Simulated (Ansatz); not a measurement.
# UCCSD/6-311+G(d,p) run of CH3F2Si (SMILES C[Si](F)F)

Aim: the vertical electron affinity of CH3F2Si at UCCSD/6-311+G**, from 2 runs. 

The calculation is run with Ansatz 0.2.0.

34 further runs of the same task are left out: 34 set aside as unsound or not needed.

**1. The molecule**

CH3F2Si: 7 atoms, total charge 0, spin state doublet. As SMILES, `C[Si](F)F`. Geometry: relaxed at PBE0-D4/def2-TZVP.

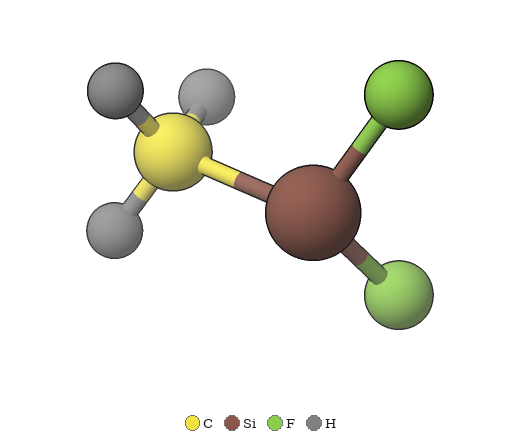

The structure, seen from a chosen angle (carbon yellow, silicon brown, fluorine green, hydrogen grey).

**2. A single-point energy at UCCSD/6-311+G(d,p)**

Contents of in.yaml:

```yaml
crystal:
  periodic: [false, false, false]
  atoms:
    - {symbol: C, position_ang: [-0.274200, 0.729000, -0.218000]}
    - {symbol: Si, position_ang: [0.785100, -0.790400, -0.045500]}
    - {symbol: F, position_ang: [1.077400, -1.037600, 1.505800]}
    - {symbol: F, position_ang: [-0.050900, -2.056800, -0.546000]}
    - {symbol: H, position_ang: [-0.539200, 0.893800, -1.263500]}
    - {symbol: H, position_ang: [0.252700, 1.607700, 0.157300]}
    - {symbol: H, position_ang: [-1.189800, 0.586300, 0.364200]}
basis:
  gaussian:
    orbitals: 6-311+G_st__st_-spherical.json
magnetization:
  spin_polarized: true
  initial_magnetization: 1
correlation:
  method: ccsd
  frozen_orbitals: {C: 1, F: 1, H: 0, Si: 5}
accuracy: high
scf:
  omitted_lower_state_checks: [cluster_reference, increment]
```

The basis set 6-311+G** is read from a file made from the Basis Set Exchange's data (not shown).

Command:

```console
$ ansatz run in.yaml --threads 1 --pin off --max-ram 3480MiB --events-out events.jsonl --progress --plain --runs-dir runs
```

The program printed (excerpt; [...] marks lines left out):

```text
Warning: RAYON_NUM_THREADS=1 ignored (pool sized by the plan → 1); use --threads N
Functional definition: HF
  name "HF"
[...]
2125 factors; integrals over basis functions are off by at most 5.8e-9 eV
[...]
mean field -14356.60995456 eV, -527.5956845705 hartree, gradient 2.0e-8 eV, S^2 0.753234; 0 other end points of the search recorded, 0 dependent functions left out
8 core orbitals not correlated: weight in the atoms' cores, before any rotation towards them, 1.000 or more for the frozen orbitals, at most 0.000 for the correlated occupied ones
reference -14356.60995456 eV, -527.5956845705 hartree; 13, 12 occupied and 93, 94 virtual orbitals, 2125 factors
second order -17.55194152 eV of doubles, -0.00000000 eV of singles
cycle   1  -17.57521753 eV  change   -2.3e-2 eV  update   9.6e-2
[...]
cycle  22  -18.09456822 eV  change   -1.8e-9 eV  update   1.5e-9
Total energy: -14374.70452278 eV, -528.2606476876 hartree
Checks for a lower state left out: cluster_reference, increment
```

Run time: 1.9 min. Hardware: 1 thread of Arm Neoverse V2, shared host; peak memory 2.2 GiB.

**3. The singlet anion at the same level**

Contents of run.yaml:

```yaml
crystal:
  periodic: [false, false, false]
  atoms:
    - {symbol: C, position_ang: [-0.274200, 0.729000, -0.218000]}
    - {symbol: Si, position_ang: [0.785100, -0.790400, -0.045500]}
    - {symbol: F, position_ang: [1.077400, -1.037600, 1.505800]}
    - {symbol: F, position_ang: [-0.050900, -2.056800, -0.546000]}
    - {symbol: H, position_ang: [-0.539200, 0.893800, -1.263500]}
    - {symbol: H, position_ang: [0.252700, 1.607700, 0.157300]}
    - {symbol: H, position_ang: [-1.189800, 0.586300, 0.364200]}
basis:
  gaussian: {orbitals: 6-311+G_st__st_-spherical.json}
total_charge: -1
correlation: {method: ccsd, frozen_orbitals: {C: 1, F: 1, H: 0, Si: 5}}
accuracy: high
scf: {omitted_lower_state_checks: [cluster_reference, increment]}
```

The basis set 6-311+G** is read from a file made from the Basis Set Exchange's data (not shown).

Command:

```console
$ ansatz run run.yaml --threads 1 --pin off --max-ram 3480MiB --events-out events.jsonl --progress --plain --runs-dir runs
```

The program printed (excerpt; [...] marks lines left out):

```text
Warning: RAYON_NUM_THREADS=1 ignored (pool sized by the plan → 1); use --threads N
[... 2 set-up lines as earlier in the session ...]
[...]
2125 factors; integrals over basis functions are off by at most 5.8e-9 eV
[...]
mean field -14356.48763049 eV, -527.5911892436 hartree, gradient 3.1e-8 eV, S^2 0.000000; 0 other end points of the search recorded, 0 dependent functions left out
8 core orbitals not correlated: weight in the atoms' cores, before any rotation towards them, 1.000 or more for the frozen orbitals, at most 0.000 for the correlated occupied ones
reference -14356.48763049 eV, -527.5911892436 hartree; 13, 13 occupied and 93, 93 virtual orbitals, 2125 factors
second order -18.30158513 eV of doubles, -0.00000000 eV of singles
cycle   1  -18.37411751 eV  change   -7.3e-2 eV  update   1.1e-1
[...]
cycle  26  -18.93238873 eV  change  -5.7e-10 eV  update  9.5e-10
Total energy: -14375.42001922 eV, -528.2869416966 hartree
Checks for a lower state left out: cluster_reference, increment
```

It took 36 s on 1 thread of Arm Neoverse V2, shared host; peak memory 0.97 GiB.

**4. Summary of results**

Level: UCCSD/6-311+G**, 8 core orbitals frozen.

| quantity | value |
| --- | --- |
| doublet CH3F2Si: total energy | -528.26065 Eh |
| doublet CH3F2Si: correlation energy (8 core orbitals frozen) | -665.0 mEh |
| doublet CH3F2Si: ⟨S²⟩ of the reference determinant | 0.753 |
| doublet CH3F2Si: T1 diagnostic | 0.014 |
| singlet anion: total energy | -528.28694 Eh |
| singlet anion: correlation energy (8 core orbitals frozen) | -695.8 mEh |
| singlet anion: T1 diagnostic | 0.016 |
| vertical electron affinity (to the singlet anion) | 0.715 eV |

**Reading.** At fixed nuclei the extra electron is bound by 0.72 eV (16.5 kcal/mol).
